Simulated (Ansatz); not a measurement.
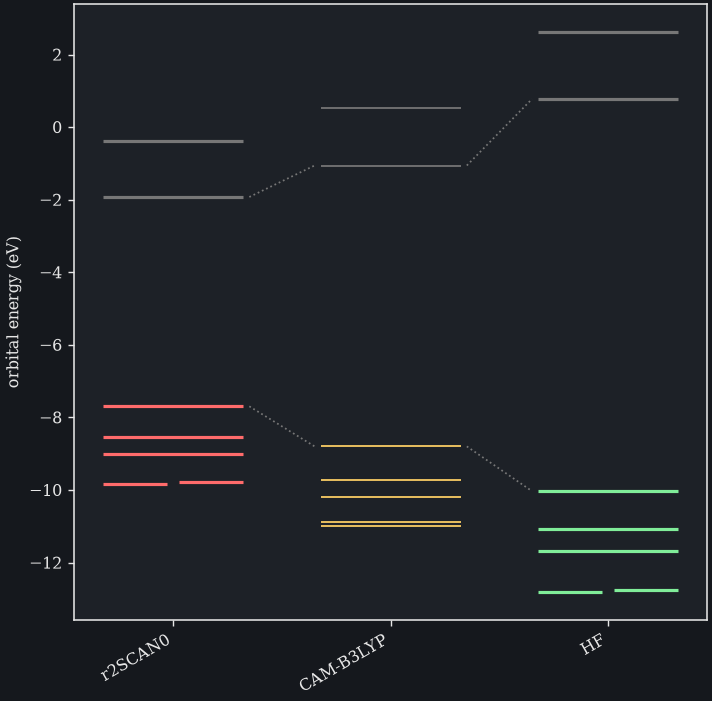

Frontier orbital energies of C₂H₄AlClSi, SMILES C#C[SiH2][AlH][Cl], singlet at one geometry, def2-TZVPP, the Ansatz code 0.2.0, at a PBE0-D4/def2-TZVP geometry (a minimum by its frequencies). Empty levels are grey, levels within 0.1 eV stand side by side; all columns show the same few orbitals around the gap. Dotted lines join the HOMOs and the LUMOs.

Q: How do the frontier levels move from column to column?

A: The separation grows from 5.77 eV (r2SCAN0) to 10.81 eV (HF).

```csv
level,HOMO (eV),LUMO (eV),separation (eV)
r2SCAN0,−7.69,−1.93,5.77
CAM-B3LYP,−8.80,−1.06,7.74
HF,−10.03,0.78,10.81
```

Caveats, for all or some of the runs: empty levels above zero depend strongly on the basis; one conformer of a flexible molecule.
